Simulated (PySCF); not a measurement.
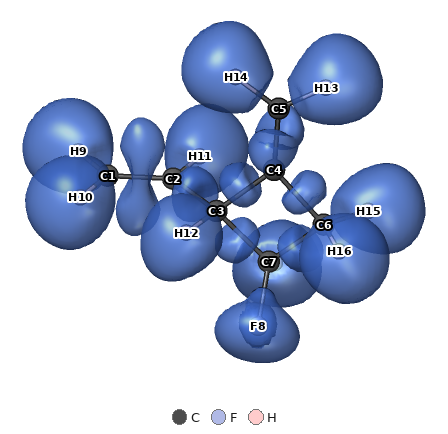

The picture shows: C$_{7}$H$_{9}$F. Isosurface of the ELF at 0.75 (blue), seen at an oblique angle. Only the valence region is drawn (cores and ρ < 0.01 e/Å³ removed).

Geometry: GFN2-xTB.

All numbers below come from PySCF, PBE0/pcSseg-1, SCF density, gas phase, non-relativistic.

```xyz
17

C     2.6400   -0.1549    0.4620
C     1.3370   -0.1681    0.6745
C     0.3117   -0.2945   -0.3983
C    -0.8017    0.7358   -0.4068
C    -0.8108    2.0471   -0.3089
C    -1.8732   -0.3204   -0.4643
C    -0.7835   -1.3708   -0.2080
F    -0.7435   -2.3973   -1.1174
H     3.3471   -0.0560    1.2677
H     3.0546   -0.2461   -0.5286
H     0.9404   -0.0717    1.6774
H     0.7885   -0.3969   -1.3758
H    -1.7315    2.6057   -0.2925
H     0.1040    2.6113   -0.2437
H    -2.6684   -0.2541    0.2759
H    -2.3163   -0.4271   -1.4542
H    -0.8015   -1.8300    0.7839
```

> What do the ELF domains correspond to?

The surface consists of seven regions between bonded C–C atoms (shared pairs), nine regions around hydrogen nuclei and one region on F in which the atom's valence shell and bonds are merged.

Values along the shortest contacts:
C–C (1.31 Å): the ELF peaks at about 0.90 between the atoms: a multiple bond. C–F (1.37 Å): the ELF peaks at about 0.85 between the atoms (a shared but strongly polarised pair).
